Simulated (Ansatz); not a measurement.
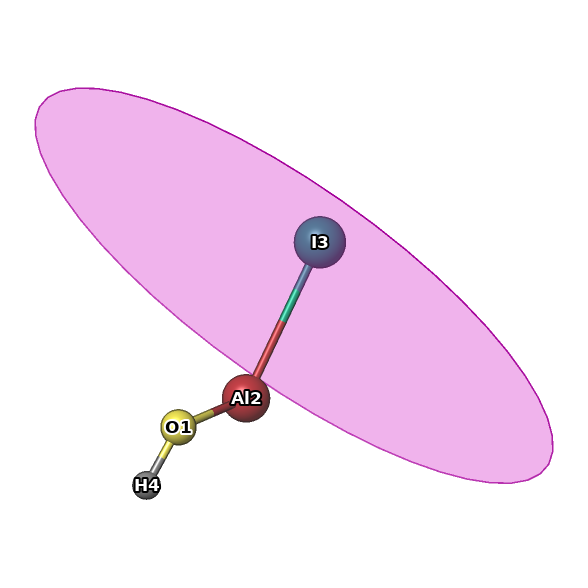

A disc through the centre of mass is drawn in. Depth is shown by fading: the farther an atom, the more it takes the colour of the background. The species is neutral and a spin doublet. The geometry was computed by an optimisation with PBE-D4/def2-SVP. No frequency run is at hand to confirm it as a minimum.

> Is the plane of the disc a mirror plane of the structure?

No. The point group is Cs, with 1 mirror plane, and this plane isn't one of its mirror planes.
